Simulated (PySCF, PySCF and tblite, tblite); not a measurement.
# C5H11ClF2Si: conformers and averaged spectra, part 2 of 2

PySCF and tblite. Atoms count from 0. The steps go on from the part before.

## 4. Shieldings, conformer 2: PBE0/6-31G*

Job settings and geometry (Å):

```
{"job": {"xc": "PBE0", "basis": "6-31G*", "kind": "nmr", "pop": false}, "charge": 0, "multiplicity": 1}
C      0.037663     0.016742    -1.932407
Si    -0.428093    -0.281457    -0.113408
C     -2.281313     0.071634     0.163096
C     -0.010082    -2.054918     0.442267
C      0.491500     0.951358     1.058556
C      1.847331     1.355396     0.579375
F      2.482500     2.161906     1.464066
F      1.797920     2.071235    -0.562670
Cl     2.923564    -0.041628     0.290775
H     -0.113925     1.052970    -2.219663
H     -0.568420    -0.600006    -2.588988
H      1.078339    -0.224687    -2.124399
H     -2.557339    -0.028613     1.208435
H     -2.891371    -0.624378    -0.402741
H     -2.553163     1.073971    -0.153795
H     -0.272393    -2.216945     1.483828
H     -0.562160    -2.779713    -0.147591
H      1.045957    -2.278270     0.330640
H     -0.084272     1.870334     1.173307
H      0.612610     0.515748     2.048280
```

Log:

```text
coarse grid: 17672 points
cycle   1  E = -1145.7036870548  dE =  8.502e-01  |g| = 9.387e-01  |ddm| = 3.875e+00
cycle   2  E = -1145.5588772644  dE =  1.448e-01  |g| = 1.322e+00  |ddm| = 1.544e+00
cycle   3  E = -1145.8851644076  dE = -3.263e-01  |g| = 1.317e-01  |ddm| = 9.201e-01
cycle   4  E = -1145.8890719456  dE = -3.908e-03  |g| = 3.019e-02  |ddm| = 1.371e-01
cycle   5  E = -1145.8892777319  dE = -2.058e-04  |g| = 5.480e-03  |ddm| = 3.158e-02
cycle   6  E = -1145.8892856609  dE = -7.929e-06  |g| = 8.708e-04  |ddm| = 8.088e-03
final grid: 162016 points
cycle   7  E = -1145.8306415079  dE = -3.230e-05  |g| = 1.104e-02  |ddm| = 2.378e-02
cycle   8  E = -1145.8306284185  dE =  1.309e-05  |g| = 1.412e-02  |ddm| = 1.953e-02
cycle   9  E = -1145.8306693630  dE = -4.094e-05  |g| = 1.354e-03  |ddm| = 1.034e-02
cycle  10  E = -1145.8306697332  dE = -3.702e-07  |g| = 1.795e-04  |ddm| = 1.106e-03
cycle  11  E = -1145.8306697397  dE = -6.520e-09  |g| = 5.502e-05  |ddm| = 2.062e-04
cycle  12  E = -1145.8306697404  dE = -6.848e-10  |g| = 1.510e-05  |ddm| = 6.825e-05
converged SCF energy = -1145.8306697404

GIAO shielding tensors (ppm)
atom      isotropic    diamagn.    paramagn.     s11        s22        s33       span
  0 C      197.616     251.924     -54.307    194.664    198.309    199.877      5.213
  1 Si     411.788     881.499    -469.711    399.468    411.029    424.867     25.399
  2 C      196.358     251.522     -55.163    191.926    195.476    201.673      9.747
  3 C      195.501     251.433     -55.932    191.430    193.725    201.347      9.917
  4 C      164.195     253.518     -89.323    146.259    158.146    188.180     41.921
  5 C       60.150     245.583    -185.433     52.042     61.830     66.577     14.535
  6 F      231.216     468.012    -236.796    150.818    231.029    311.801    160.983
  7 F      248.229     474.588    -226.359    170.173    259.138    315.376    145.202
  8 Cl     632.195    1146.880    -514.685    388.408    480.956   1027.221    638.813
  9 H       32.162      31.287       0.875     27.887     30.087     38.512     10.625
 10 H       32.415      30.683       1.733     27.773     29.617     39.856     12.083
 11 H       31.774      31.106       0.668     26.785     31.347     37.189     10.403
 12 H       32.432      30.812       1.620     27.997     30.218     39.081     11.084
 13 H       32.426      30.415       2.010     27.900     29.813     39.563     11.663
 14 H       32.434      30.991       1.443     27.867     30.350     39.085     11.218
 15 H       32.370      30.856       1.514     28.399     29.573     39.137     10.738
 16 H       32.384      30.470       1.914     27.849     29.650     39.652     11.803
 17 H       31.668      30.760       0.908     26.267     31.525     37.211     10.944
 18 H       30.807      31.706      -0.899     25.894     30.903     35.624      9.731
 19 H       30.664      31.577      -0.913     27.478     30.466     34.048      6.570
```

It took 25 s on 1 thread of Intel Xeon Platinum 8488C, shared host; peak memory 0.81 GiB.

This run: HOMO -8.50 eV, LUMO 0.77 eV; dipole 2.51 D.

## 5. The ensemble: properties at PBE0/6-31G*

Job settings and geometry (Å):

```
{"job": {"study": "conf", "smiles": "C[Si](C)(C)CC(F)(F)Cl", "search": {"seed": 3372, "n_embed": 90, "ff_keep": 18, "window": 3.0, "nmax": 10, "temps": [220, 260, 298.15, 340, 380], "t_ref": 298.15, "order": 0.002}, "level": {"nmr": {"xc": "PBE0", "basis": "6-31G*"}}, "kind": "conf"}, "charge": 0, "multiplicity": 1}
C      1.861057    -0.406339     1.310359
Si     0.530728    -0.133101    -0.027338
C      1.003975     1.327704    -1.150546
C      0.241782    -1.732437    -1.016349
C     -1.070690     0.309762     0.972331
C     -2.257734     0.568669     0.106355
F     -2.579585    -0.488489    -0.666218
F     -2.062352     1.588503    -0.753759
Cl    -3.735704     0.977120     1.064708
H      2.811612    -0.662752     0.854957
H      1.594846    -1.214547     1.984521
H      2.017842     0.484171     1.911163
H      1.086304     2.253140    -0.587522
H      0.266974     1.487691    -1.931266
H      1.960853     1.150291    -1.632019
H      1.159948    -2.063014    -1.492370
H     -0.105482    -2.539207    -0.377018
H     -0.501378    -1.593134    -1.795178
H     -1.326666    -0.503523     1.648061
H     -0.901478     1.200173     1.574090
```

Log:

```text
conformer  sym    E(xTB)   E(DFT)   G(298.15 K)  weight  dipole/D
    1     Cs      0.000    0.000    0.000   0.8852    2.829
    2     C1      0.215    1.271    1.210   0.1148    2.511

mean shielding (ppm) by class
class atoms           220 K      260 K   298.15 K      340 K      380 K
  0 C  0,2,3        196.612    196.608    196.605    196.601    196.597
  1 Si 1            410.265    410.313     410.36     410.41    410.454
  2 C  4            161.139    161.235    161.329    161.428    161.517
  3 C  5             60.272     60.268     60.264      60.26     60.257
  4 F  6,7          245.761    245.571    245.385    245.189    245.013
  5 Cl 8            596.403    597.531     598.63    599.794    600.833
  6 H  9,10,11       32.332     32.328     32.325     32.322     32.319
  7 H  18,19         30.677     30.679     30.681     30.683     30.684
```

Wall time 57 s (1 thread of Intel Xeon Platinum 8488C, shared host). This counts the runs that the step sums up.

The search (ETKDG, MMFF94s, GFN2-xTB) embedded 90 structures, kept 2 distinct ones after the force field and 2 after xTB; 2 were carried on (window 3.0 kcal/mol at the search's own energies). Energies: PBE0/6-31G* with D3(BJ).

The conformers at 298 K:

```
no.  group  mirror pair  ΔE xTB  ΔE DFT    ΔG  weight (%)  μ (D)  C0–Si1–C4–C5 (°)  Si1–C4–C5–Cl8 (°)     A, B, C (GHz)
  1     Cs           no    0.00    0.00  0.00        88.5   2.83               180                180  1.91, 0.63, 0.63
  2     C1          yes    0.21    1.27  1.21        11.5   2.51               -32                -56  1.66, 0.77, 0.70
```

Energies in kcal/mol. ΔG holds xTB vibrations and rotation, symmetry numbers and mirror pairs.

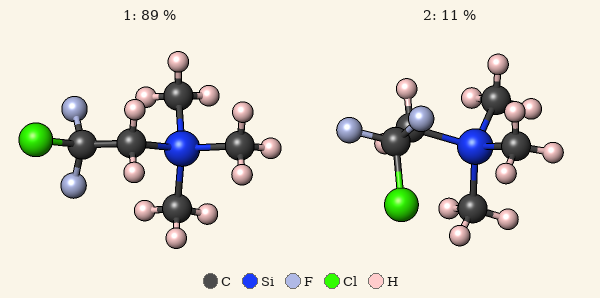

Conformers, most populated first.

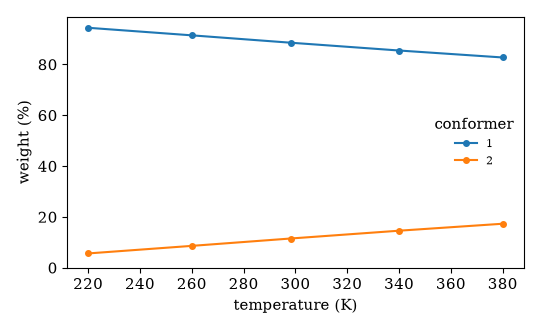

Weights against temperature.

Other ways of weighting, at the same temperature:

```
                      scheme    1   2  mean μ (D)
             DFT free energy   89  11        2.79
DFT energy, symmetry counted   81  19        2.77
            DFT energy alone   90  10        2.80
xTB energy, symmetry counted   42  58        2.64
             xTB free energy   56  44        2.69
       lowest conformer only  100   0        2.83
               equal weights   50  50        2.67
```

Shifts against references run at the same level (29Si TMS 415.5, 19F CFCl3 192.5, 1H TMS 32.41, 13C TMS 196.4 ppm of shielding), by class of atoms, at 298 K:

```
                  atoms                                        environment    no. 1    no. 2  average
                     C5  fully substituted sp3 carbon bonded to Cl and 2 F    136.1    136.2    136.1
                     C4                               sp3 CH2 bonded to Si     35.4     32.2     35.1
             C0, C2, C3                         methyl carbon bonded to Si     -0.2     -0.1     -0.2
               H18, H19                hydrogen on an sp3 CH2 bonded to Si     1.74     1.68     1.73
H9, H10, H11 and 6 more           hydrogen on a methyl carbon bonded to Si     0.07     0.18     0.09
                    Si1                              silicon bonded to 4 C      5.3      3.7      5.1
                 F6, F7                            fluorine of a CF2 group    -53.6    -47.2    -52.8
                    Cl8                               chlorine bonded to C  594 (σ)  632 (σ)  599 (σ)
```

Effective distances for nuclear Overhauser effects, ⟨r⁻⁶⟩^(−1/6) over all pairs of two classes (Å): H9···H18 3.61.

## 6. Summary of results

The summary covers parts 1 to 2.

```
                         quantity                                                value
                       conformers  2; the first in weight is no. 1 (Cs), 89 % at 298 K
          root-mean-square dipole                                               2.79 D
averaged 13C shifts (PBE0/6-31G*)                                136.1, 35.1, -0.2 ppm
 averaged 1H shifts (PBE0/6-31G*)                                       1.73, 0.09 ppm
averaged 19F shifts (PBE0/6-31G*)                                            -52.8 ppm
```

In words: At 298 K conformer 1 holds 89 % of the ensemble (94 % at 220 K, 83 % at 380 K). Among conformers over 5 %, C4 differs by 3.2 ppm, while the average moves by 0.4 ppm from 220 to 380 K.
